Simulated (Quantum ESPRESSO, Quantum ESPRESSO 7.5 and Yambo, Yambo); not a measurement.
**NbInO4 (P2/c): G0W0 on several meshes in Yambo**

Aim: the GW shift of NbInO4 (P2/c) against the k mesh.

Method: LDA and many-body steps on it, plane waves, in Quantum ESPRESSO 7.5 and Yambo 5.3.0.

### Step 1. The structure

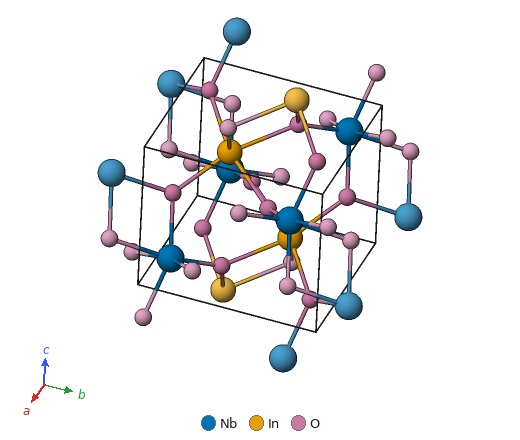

Start, viewed from a free direction; niobium blue, indium orange, oxygen pink. Some periodic images of atoms are drawn too.

Geometry: measured (diffraction); atoms relaxed with LDA. The runs that relaxed it are not among those shown.

### Step 2. Empty states on the mesh, 2×1×1 mesh, 128 bands

This step: Quantum ESPRESSO 7.5; DFT, LDA, plane waves, norm-conserving pseudopotentials.

The sums over transitions need many empty states on a uniform mesh; this step solves for them.

Contents of pw.in:

```
&control
  calculation = 'nscf'
  prefix = 'x'
  outdir = 'o'
  pseudo_dir = 'pseudo'
/
&system
  ibrav = 0
  nat = 12
  ntyp = 3
  ecutwfc = 80.0
  nbnd = 128
  force_symmorphic = .true.
/
&electrons
  conv_thr = 1e-9
  electron_maxstep = 80
  diago_full_acc = .true.
  diago_thr_init = 5e-6
/
ATOMIC_SPECIES
  Nb 92.906 Nb.upf
  In 114.82 In.upf
  O 15.999 O.upf
CELL_PARAMETERS angstrom
  4.8355000000 -0.0000000000 -0.0000000000
  -0.0000000000 5.7709000000 0.0000000000
  -0.1014445258 0.0000000000 5.1429996119
ATOMIC_POSITIONS crystal
  Nb 0.0000000000 0.1747437822 0.2500000000
  Nb 0.0000000000 0.8252562178 0.7500000000
  In 0.5000000000 0.6787797421 0.2500000000
  In 0.5000000000 0.3212202579 0.7500000000
  O 0.2611183778 0.6211746237 0.9008055843
  O 0.7388816566 0.6211746237 0.5991944291
  O 0.7388816566 0.3788253763 0.0991944291
  O 0.2611183778 0.3788253763 0.4008055843
  O 0.2127900770 0.8958676640 0.4360458970
  O 0.7872099575 0.8958676640 0.0639541164
  O 0.7872099575 0.1041323360 0.5639541164
  O 0.2127900770 0.1041323360 0.9360458970
K_POINTS automatic
  2 1 1 0 0 0
```

Command:

```bash
> OMP_NUM_THREADS=1 mpirun -n 8 pw.x -nk 4 -in pw.in > pw.out
```

Output:

```text
Program PWSCF v.7.5 starts

     This program is part of the open-source Quantum ESPRESSO suite
     for quantum simulation of materials; please cite
         "P. Giannozzi et al., J. Phys.:Condens. Matter 21 395502 (2009);
         "P. Giannozzi et al., J. Phys.:Condens. Matter 29 465901 (2017);
         "P. Giannozzi et al., J. Chem. Phys. 152 154105 (2020);
     in publications or presentations arising from this work. More details at

     Atomic positions and unit cell read from directory:
     o/x.save/

     Message from routine setup:
[...]
k =-0.5000 0.0000-0.0099 ( 11706 PWs)   bands (ev):

  -102.9741-102.9739 -61.6012 -61.5993 -61.5853 -61.5833 -61.5692 -61.5685
[...]
[... 4 further rows ...]
    36.5324  36.8025  37.6664  37.8140  38.4096  38.4645  38.9365  39.1059
    39.6024  40.0889  40.2370  40.5559  40.7298  41.2380  41.3536  41.7139

     highest occupied, lowest unoccupied level (ev):     9.5417   13.1492

     XML data file, pseudopotentials, collected wavefunctions

=------------------------------------------------------------------------------=
   JOB DONE.
=------------------------------------------------------------------------------=
```

Elapsed: 6.9 s, on 8 MPI ranks of Arm Neoverse V2, shared host; peak memory 0.74 GiB; 55 s of CPU time.

This step gave:

```
gap                                                           : 3.608 eV
k of the valence top                                          : -0.5, 0, 0
k of the conduction bottom                                    : 0, 0, 0
least direct gap                                              : 3.659 eV
k points computed                                             : 2
lowest point of the top converged band, above the valence top : 32.17 eV
```

On this mesh the gap is 3.608 eV.

The density comes from a self-consistent run that is not shown.

### Step 3. Conversion and set-up

This step: Yambo 5.3.0; conversion and set-up on LDA, plane waves, norm-conserving pseudopotentials.

The states are converted to the many-body program's format and the q mesh is built.

Command:

```bash
> (cd o/x.save; p2y > p2y.log; mv SAVE ../..); yambo > setup.log
```

Output:

```text
 Yambo, version 5.3.0

 [02] CORE Variables Setup
 =========================

  [02.01] Unit cells
  ==================

  Cell kind             :  Unknown
  Atoms in the cell     :  Nb  In  O
  number of Nb atoms    :  2
  number of In atoms    :  2
  number of O  atoms    :   8

  List of atomic masses
  Mass of Nb    :  92.90600
  Mass of In    :  114.8200
  Mass of O     :  15.99900

  List of atomic coordinates    : [cc]
  Nb1       : -0.047926  1.905654  2.429715  order 1
  Nb2       : -0.143777  8.999766  7.289146  order 2
[...]
0.000000  0.000000  0.000000  0.000000  0.000000  0.000000  0.000000  0.000000
   0.000000  0.000000  0.000000  0.000000  0.000000  0.000000  0.000000  0.000000

 [03] Transferred momenta grid and indexing
 ==========================================

 IBZ Q-points                                      :  2
 BZ  Q-points                                      :  2

 K/Q-points units:
 rlu = crystal or reduced units; cc = cartesian coordinates; iku = interal k-units

 Q [1]          [rlu]:  0.000000  0.000000  0.000000
 Q [2]          [rlu]: -0.50000       0.0000     -0.71075E-19

  [03.01] X indexes
  =================

   [03.01.01] Sigma indexes
   ========================

 [06] Game Over & Game summary
```

Elapsed: 2.4 s, on 1 MPI rank; peak memory 0.24 GiB.

### Step 4. 2×1×1

G0W0 replaces the xc potential by the self-energy, built once from these orbitals. Only a window of levels is corrected, while the sums run over the empty bands that the input names.

This step: G0W0 on LDA, plane waves, norm-conserving pseudopotentials.

Contents of gw13.in:

```
HF_and_locXC
gw0
dyson
ppa
em1d
rim_cut
RandQpts= 1000000
RandGvec= 1 RL
EXXRLvcs= 80 Ry
VXCRLvcs= 320 Ry
Chimod= "HARTREE"
% BndsRnXp
 1 | 128 |
%
NGsBlkXp= 6.5 Ry
% LongDrXp
 1 | 1 | 1 |
%
% GbndRnge
 1 | 128 |
%
DysSolver= "n"
ExtendOut
PPAPntXp= 27.21138 eV
% QPkrange
 2 | 2 | 57 | 60 |
 1 | 1 | 57 | 60 |
%
```

Command:

```bash
> OMP_NUM_THREADS=2 mpirun -n 4 yambo -F gw13.in -J gw13 -C gw13 > gw13.log
```

Output:

```text
 Yambo, version 5.3.0

 [02] CORE Variables Setup
 =========================

  [... cell, symmetries and grids as in the set-up ...]

  [02.05] Energies & Occupations
  ==============================

  [X] === General ===
  [X] Electronic Temperature                        :  0.000000  0.000000 [eV K]
  [X] Bosonic    Temperature                        :  0.000000  0.000000 [eV K]
  [X] Finite Temperature mode                       : no
  [X] El. density                                   :  0.80827E+24 [cm-3]
  [X] Fermi Level                                   :  9.541688 [eV]

  [X] === Gaps and Widths ===
  [X] Conduction Band Min                           :  3.607525 [eV]
  [X] Valence Band Max                              :  0.000000 [eV]
  [X] Filled Bands                                  :   58
  [X] Empty Bands                                   :   59  128
  [X] Direct Gap                                    :  3.659042 [eV]
  [X] Direct Gap localized at k                     :  1
  [X] Indirect Gap                                  :  3.607525 [eV]
  [X] Indirect Gap between kpts                     :  2  1
  [X] Last valence band width                       :  0.051517 [eV]
  [X] 1st conduction band width                     :  0.358579 [eV]

 [03] Transferred momenta grid and indexing
 ==========================================

 IBZ Q-points                                      :  2
 BZ  Q-points                                      :  2

 K/Q-points units:
 rlu = crystal or reduced units; cc = cartesian coordinates; iku = interal k-units

 Q [1]          [rlu]:  0.000000  0.000000  0.000000
 Q [2]          [rlu]: -0.50000       0.0000     -0.71075E-19

 [04] Coloumb potential Random Integration (RIM)
 ===============================================

  [04.01] RIM initialization
  ==========================

  * Diagonal components only detected *

  8 x (sBL volume)        :  1.024475 [a.u.]
  sBZ random points       :  1000000
  Points outside the sBZ  :   7991612
  RL volume               :  0.256119 [a.u.]
  Integrated volume       :  0.256388 [a.u.]

  [04.02] RIM integrals
  =====================

  Gamma point sphere radius             :  0.182860 [a.u.]
  Points outside the sphere             :   800999
  [Int_sBZ(q=0) 1/q^2]*(Vol_sBZ)^(-1/3) =:  7.394754
                                 should be <:  7.795600

  Summary of Coulomb integrals for non-metallic bands |Q|[au] RIM/Bare

  Q [1] 0.100000E-4 0.948581 * Q [2] 0.343870 0.778806

 [05] Dipoles
 ============

  [05.01] Setup: observables and procedures
  =========================================

  [WARNING] [x,Vnl] slows the Dipoles computation. To neglect it rename the ns.kb_pp file

 [06] Dynamic Dielectric Matrix (PPA)
 ====================================

 [WR./gw13//ndb.pp]--------------------------------------------------------------
  Brillouin Zone Q/K grids (IBZ/BZ)                :  2  2  2  2
  RL vectors                                       :  13075 [WF]
  Coulomb cutoff potential                         : none
  Electronic Temperature                           :  0.000000 [K]
  Bosonic    Temperature                           :  0.000000 [K]
  PPA    diel. fun.  energies                      : Slater exchange(X)+Perdew & Wang(C)
  wavefunctions                                    : Slater exchange(X)+Perdew & Wang(C)
  Global Gauge                                     : length
  X matrix size                                    :  245
  X band range                                     :    1  128
  X e/h energy range                               : -1.000000 -1.000000 [eV]
  X Time ordering                                  : R
  X Hxc Kernel                                     : HARTREE
  X Drude frequency                                :  0.000000  0.000000
  X poles                                          :  100.0000 [o/o]
  RL vectors in the sum                            :  13075
  [r,Vnl] included                                 : yes
  Field direction                                  :  0.577350E-5  0.577350E-5  0.577350E-5
  BZ energy Double Grid                            : no
  BZ energy DbGd points                            : 0
  BZ Q point size factor                           : -1.000000
  X Optical Averaged directions                    : none

 [07] Local Exchange-Correlation + Non-Local Fock
 ================================================

 [VXC] Plane waves :   93599
 [EXS] Plane waves :  11705

 QP @ state[ 1 ] K range:  1  2
 QP @ state[ 1 ] b range:   57   60

 [xc] Functional : Slater exchange(X)+Perdew & Wang(C)
 [xc] LIBXC used to calculate xc functional
  PP Number of Atomic Species                      :  3
  NLCC RL compoments                               :   93599
  PP Number of Atomic Species                      :  3
  NLCC RL compoments                               :   93599

 [xc] E_xc :  -73.83151 [Ha]
      E_xc :  -147.6630 [Ry]

  Local XC kind (lXC) : Slater exchange(X)+Perdew & Wang(C)
  Non-Local XC kind (nlXC) : Hartree-Fock

  Corrections @ K [1] :  [eV]
 <57|nlXC|57> = -24.79554  0.10331E-16 <57|lXC|57> = -19.71451 -0.37763E-15
 <58|nlXC|58> = -25.03134  0.13821E-16 <58|lXC|58> = -19.66277 -0.11801E-16
 <59|nlXC|59> = -11.06609  0.19104E-17 <59|lXC|59> = -17.01132 -0.28104E-21
 <60|nlXC|60> = -11.41640 -0.96959E-19 <60|lXC|60> = -17.10970 -0.18882E-15

  Corrections @ K [2] :  [eV]
 <57|nlXC|57> = -25.04410 -0.98840E-17 <57|lXC|57> = -19.94223  0.29503E-17
 <58|nlXC|58> = -25.08698 -0.80157E-17 <58|lXC|58> = -19.69937 -0.47204E-15
 <59|nlXC|59> = -10.98759  0.12424E-18 <59|lXC|59> = -17.59815  0.18882E-15
 <60|nlXC|60> = -11.30177 -0.51269E-17 <60|lXC|60> = -17.72040 -0.18882E-15

  [07.01] Hartree-Fock occupations report
  =======================================

  [Hartree-Fock] === General ===
  [Hartree-Fock] Electronic Temperature             :  0.000000  0.000000 [eV K]
  [Hartree-Fock] Bosonic    Temperature             :  0.000000  0.000000 [eV K]
  [Hartree-Fock] Finite Temperature mode            : no
  [Hartree-Fock] El. density                        :  0.80827E+24 [cm-3]
  [Hartree-Fock] Fermi Level                        :  9.541688 [eV]

  [Hartree-Fock] === Gaps and Widths ===
  [Hartree-Fock] Conduction Band Min                :  9.552759 [eV]
  [Hartree-Fock] Valence Band Max                   : -5.387608 [eV]
  [Hartree-Fock] Filled Bands                       :   58
  [Hartree-Fock] Empty Bands                        :   59  128
  [Hartree-Fock] Direct Gap                         :  14.97285 [eV]
  [Hartree-Fock] Direct Gap localized at k          :  1
  [Hartree-Fock] Indirect Gap                       :  14.94037 [eV]
  [Hartree-Fock] Indirect Gap between kpts          :  2  1
  [Hartree-Fock] Last valence band width            :  0.032478 [eV]
  [Hartree-Fock] 1st conduction band width          :  1.023901 [eV]

 [08] Dyson equation: Newton solver
 ==================================

  [08.01] G0W0 (W PPA)
  ====================

  [  GW  ] Bands range     :    1  128
  [GW/PPA] G damping       :  0.100000 [eV]

  QP @ state[ 1 ] K range:  1  2
  QP @ state[ 1 ] b range:   57   60

   Sc/G bands                                       :    1  128
   Sc/G damping                                     :  0.100000 ev
   Sc bands terminator                              : no
   Sx RL components                                 :  11705

   QP @ state[ 1 ] K range                          :  1  2
   QP @ state[ 1 ] b range                          :   57   60
   GF energies kind                                 : Slater exchange(X)+Perdew & Wang(C)
   GF WF`s kind                                     : Slater exchange(X)+Perdew & Wang(C)
   Xs energies kind                                 : Slater exchange(X)+Perdew & Wang(C)
   Xs WF`s kind                                     : Slater exchange(X)+Perdew & Wang(C)

 [11] Game Over & Game summary
```

Wall time 6.2 s (4 MPI ranks); peak memory 1.4 GiB; 33 s of CPU time.

Numbers from this step:

```yaml
g0w0_gap_on_the_points_computed: 5.605 eV
starting_gap_on_the_mesh: 3.608 eV
k_of_the_valence_top: -0.5, 0, 0
k_of_the_conduction_bottom: 0, 0, 0
least_direct_g0w0_gap_on_the_computed_points: 5.648 eV
z_at_the_valence_top: 0.7710
z_at_the_conduction_bottom: 0.8126
```

The gap on the mesh goes from 3.61 eV to 5.60 eV, a correction of +2.00 eV.

### Step 5. Empty states on the mesh, 2×2×2 mesh, 128 bands

This step: Quantum ESPRESSO 7.5; DFT, LDA, plane waves, norm-conserving pseudopotentials.

pw.in: that of step 2 with these lines changed.

```diff
@@ -42,2 +42,2 @@
 K_POINTS automatic
-  2 1 1 0 0 0
+  2 2 2 0 0 0
```

Command:

```bash
> OMP_NUM_THREADS=1 mpirun -n 8 pw.x -nk 4 -in pw.in > pw.out
```

Output:

```text
[banner, memory and clock lines left out]
Program PWSCF v.7.5 starts

     Atomic positions and unit cell read from directory:
     o/x.save/

     Message from routine setup:
     using ibrav=0 with symmetry is DISCOURAGED, use correct ibrav instead

     bravais-lattice index     =            0
     lattice parameter (alat)  =       9.1378  a.u.
     unit-cell volume          =     968.4964 (a.u.)^3
     number of atoms/cell      =           12
     number of atomic types    =            3
     number of electrons       =       116.00
[...]
[... 4 further rows ...]
[...]
k = 0.0000-0.4190 0.0000 ( 11668 PWs)   bands (ev):

  -102.9741-102.9739 -61.6012 -61.5994 -61.5853 -61.5833 -61.5692 -61.5685
[...]
[... 4 further rows ...]
    36.7235  37.1327  37.1795  37.9078  38.0823  38.2331  38.5265  38.6815
    38.9227  39.2188  39.9238  40.3962  40.8081  41.5331  41.7537  42.2059

          k = 0.0000-0.4190-0.4701 ( 11680 PWs)   bands (ev):

     [... further k-points ...]

     highest occupied, lowest unoccupied level (ev):     9.5417   12.9377

     XML data file, pseudopotentials, collected wavefunctions
```

The job ended after 13 s (8 MPI ranks; peak memory 1.1 GiB; 1.7 min of CPU time).

Numbers from this step:

```yaml
gap: 3.396 eV
k_of_the_valence_top: -0.5, 0, 0
k_of_the_conduction_bottom: 0, -0.5, 0
least_direct_gap: 3.436 eV
k_points_computed: 8
lowest_point_of_the_top_converged_band_above_the_valence_top: 31.65 eV
```

On this mesh the gap is 3.396 eV.

### Step 6. Conversion and set-up

This step: Yambo 5.3.0; conversion and set-up on LDA, plane waves, norm-conserving pseudopotentials.

Command:

```bash
> (cd o/x.save; p2y > p2y.log; mv SAVE ../..); yambo > setup.log
```

Output:

```text
 Yambo, version 5.3.0

 [02] CORE Variables Setup
 =========================

  [02.01] Unit cells
  ==================

  Cell kind             :  Unknown
  Atoms in the cell     :  Nb  In  O
  number of Nb atoms    :  2
  number of In atoms    :  2
  number of O  atoms    :   8

  List of atomic masses
  Mass of Nb    :  92.90600
  Mass of In    :  114.8200
  Mass of O     :  15.99900

  List of atomic coordinates    : [cc]
  Nb1       : -0.047926  1.905654  2.429715  order 1
  Nb2       : -0.143777  8.999766  7.289146  order 2
[...]
==========================================

 IBZ Q-points                                      :   8
 BZ  Q-points                                      :   8

 K/Q-points units:
 rlu = crystal or reduced units; cc = cartesian coordinates; iku = interal k-units

 Q [1]          [rlu]:  0.000000  0.000000  0.000000
 Q [2]          [rlu]: -0.96193E-18   0.0000     -0.50000
 Q [3]          [rlu]:  0.000000 -0.500000  0.000000
[...]
Q [7]          [rlu]: -0.50000     -0.50000     -0.71075E-19
 Q [8]          [rlu]:  0.500000  0.500000 -0.500000

  [03.01] X indexes
  =================

   [03.01.01] Sigma indexes
   ========================

 [06] Game Over & Game summary
```

It took 3 s on 1 MPI rank; peak memory 0.25 GiB.

(Continued in part 2 of 2.)

[Paths, hosts, dates, memory and timing lines, banners, echoed tables and standing remarks are left out of the program output.]

[Logs are printed without paths, hosts, clocks, repeated set-up lines and the standing remarks that a program may print on its own settings, such as how far it seeks lower states.]

[Runs of the session that timed out or met a known fault of the program may be left out.]

[Hosts, paths, dates, database ids (printed as entryN), source tags and the programs' standing remarks are cut or masked in the printed files.]
